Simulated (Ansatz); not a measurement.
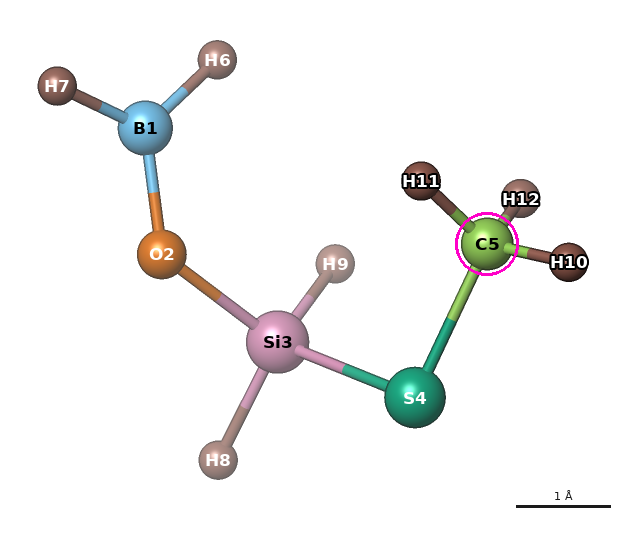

Orthographic view. Depth is shown by fading: the farther an atom, the more it takes the colour of the background. The computed structure is the end point of a PBE-D4/def2-SVP optimisation. No frequency run is at hand to confirm it as a minimum.

Which atoms are bonded to the circled atom?

The circled atom is C5; it is bonded to S4, H10, H11, H12.

Of Si3 and S4, which is nearer the viewer?

S4; the bond to Si3 points away from the viewer, so it looks shorter than its 2.13 Å.

Which two atoms are farthest apart in space?

H7 and H10, 5.86 Å.

Which atom is farthest from the viewer?

H9, 1.9 Å behind the mean position.
